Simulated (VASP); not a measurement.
Band structure of Sn₂GeTe₃ (space group P-3m1). Level of theory: PBEsol GGA, VASP's PBE PAW potentials (set 64) (plane waves; VASP 6.6.1).

Unless said otherwise, spin-orbit coupling is left out, though it shifts the bands of the heavy elements here.

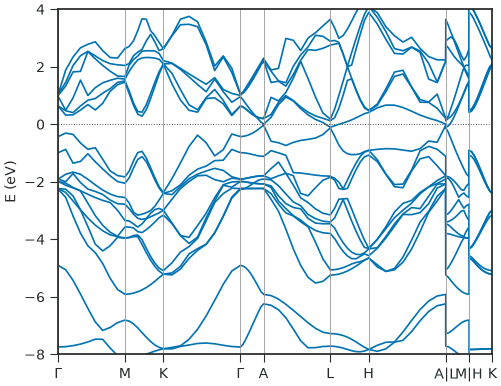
Bands along high-symmetry lines, zero at the valence-band maximum or, without a gap, the Fermi level

Read the plot: is there a gap, and where are the band edges?

It has no gap at this level: it comes out as a metal or semimetal. (Edges off the drawn lines would not show.)

The structure comes from a computed database's Sn2GeTe3 entry (P-3m1); how it stands against other phases isn't given here. It was relaxed first, which changed the volume by -6 %.
